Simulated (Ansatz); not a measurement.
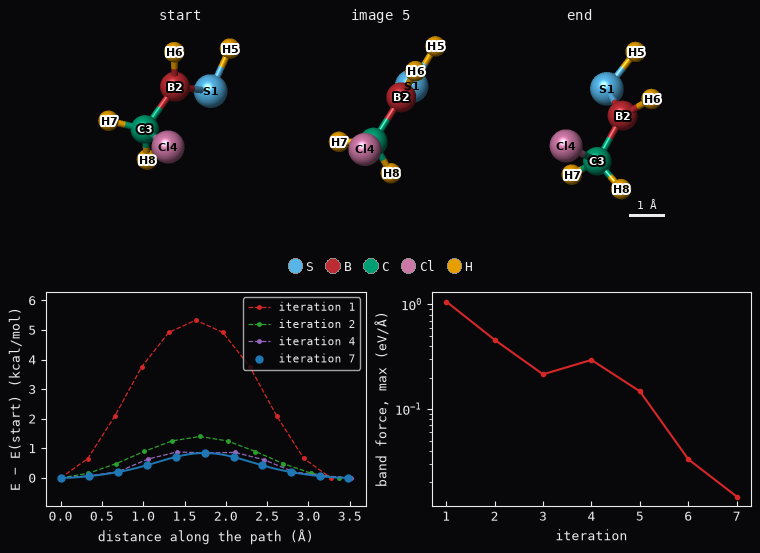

NEB run on CH$_{4}$BClS. Images are numbered from 0 (start) to 10 (end). The plot follows the band through its iterations. A ball-and-stick model, seen from a free direction.

Theory: Ansatz, RKS PBE/cc-pVDZ.

Input
```yaml
crystal:
  periodic: [false, false, false]
  atoms:
    - { symbol: S, position_ang: [-0.315298, 1.679037, -0.984269] }
    - { symbol: B, position_ang: [-0.428016, 0.278542, 0.134163] }
    - { symbol: C, position_ang: [0.523567, -0.95825, -0.113642] }
    - { symbol: Cl, position_ang: [1.597598, -0.992845, 1.367823] }
    - { symbol: H, position_ang: [-1.257677, 2.474131, -0.391673] }
    - { symbol: H, position_ang: [-1.209563, 0.286117, 1.057633] }
    - { symbol: H, position_ang: [-0.013695, -1.927188, -0.134956] }
    - { symbol: H, position_ang: [1.195284, -0.896543, -0.99088] }
basis:
  gaussian: { orbitals: cc-pVDZ }
hamiltonian:
  xc: pbe
neb:
  order_check: false
  images: 9
  f_tol: 0.03
  max_iterations: 46
  initial_path: idpp
  final_atoms:
    - { symbol: S, position_ang: [-1.52158014, 0.95047531, -0.80537561] }
    - { symbol: B, position_ang: [-0.01293484, 0.52922451, 0.07276748] }
    - { symbol: C, position_ang: [0.59094922, -0.91761434, -0.12357181] }
    - { symbol: Cl, position_ang: [0.46334741, -1.67830426, 1.53571409] }
    - { symbol: H, position_ang: [-1.67087508, 2.22510736, -0.33128891] }
    - { symbol: H, position_ang: [0.52278818, 1.3323893, 0.80182056] }
    - { symbol: H, position_ang: [0.05262179, -1.58669846, -0.8214519] }
    - { symbol: H, position_ang: [1.66788346, -0.91157842, -0.38441489] }
```

Command:
```bash
ansatz run input.yaml --threads 1 --pin off --max-ram 2048MiB --backend cpu --events-out ev --progress --plain --runs-dir out
```

Judge this run.

The result is final at these settings. The band converged in 7 iterations. The largest component of the band force went from 1.1 to 0.015 eV/Å. The climbing image converged on the top of the path. Its vibrational analysis gives one imaginary mode (70i cm⁻¹), as a transition state must have. The first iteration put the highest image at 5.33 kcal/mol. The two ends have the same energy, and the highest point, image 5, lies 0.84 kcal/mol above the start.

Cost: 3 min on 1 thread of Arm Neoverse V1, with other jobs on the host, peak memory 0.14 GiB.
